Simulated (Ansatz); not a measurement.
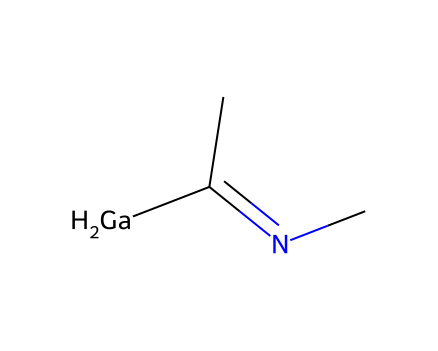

Source: calculation with Ansatz.

Skeletal drawing of a molecule.

Transcribe the drawing into SMILES.

Answer. C/N=[C](\C)[GaH2]

What is the molecular formula?

Answer. C3H8GaN.

An optimisation with PBE0-D4/def2-TZVP gave a structure of which point group?

Answer. Cs.
